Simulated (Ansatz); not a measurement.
Input

```
crystal:
  periodic: [false, false, false]
  atoms:
    - { symbol: "N", position_ang: [-0.7888, -0.0424, 1.5348] }
    - { symbol: C, position_ang: [0.3407, 0.0834, 0.7052] }
    - { symbol: O, position_ang: [-0.09155, -0.4657, -0.48544] }
    - { symbol: Si, position_ang: [0.90963, 1.9455, 0.49208] }
    - { symbol: "N", position_ang: [1.38367, -0.80696, 1.15511] }
    - { symbol: Si, position_ang: [2.36004, -0.8429, 2.52106] }
    - { symbol: H, position_ang: [-1.5731, -0.391, 0.9844] }
    - { symbol: H, position_ang: [-0.6176, -0.6192, 2.2876] }
    - { symbol: H, position_ang: [-0.5502, -1.30396, -0.23007] }
    - { symbol: H, position_ang: [1.20744, 2.46079, 1.9082] }
    - { symbol: H, position_ang: [-0.26515, 2.77391, 0.05395] }
    - { symbol: H, position_ang: [2.06621, 2.08973, -0.34368] }
    - { symbol: H, position_ang: [1.94978, -1.05024, 0.38819] }
    - { symbol: H, position_ang: [1.50971, -0.5161, 3.72451] }
    - { symbol: H, position_ang: [2.98146, -2.14588, 2.62493] }
    - { symbol: H, position_ang: [3.38029, 0.17328, 2.29834] }
basis:
  gaussian: { orbitals: def2-SVP }
hamiltonian:
  xc: b3lyp
  dispersion: d4
relax:
  f_tol: 0.015
  max_steps: 40
output:
  orbitals: {}
```

Run with:

```sh
ansatz run input.yaml --threads 2 --pin off --max-ram 3072MiB --backend cpu --events-out ev --progress --plain --runs-dir out
```

The fields are those of the relaxed geometry.

The calculation used RKS B3LYP-D4/def2-SVP in Ansatz 0.2.0.

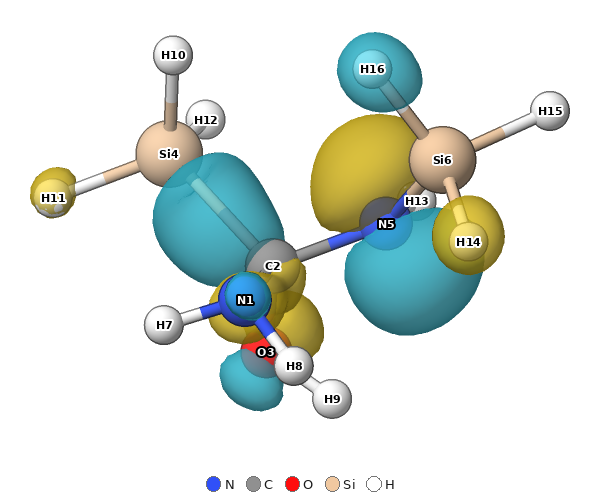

CH10N2OSi2 (SMILES NC(O)([SiH3])N[SiH3]). The HOMO at ±0.15 Å⁻³ᐟ² (yellow and cyan are the two phases), seen at a tilt.

> Describe this orbital and give its energy.

By Hirshfeld shares it lies mainly on N5 (about 45 %), C2 (about 10 %), Si4 (about 10 %) and O3 (about 5 %). Its energy is −6.55 eV.
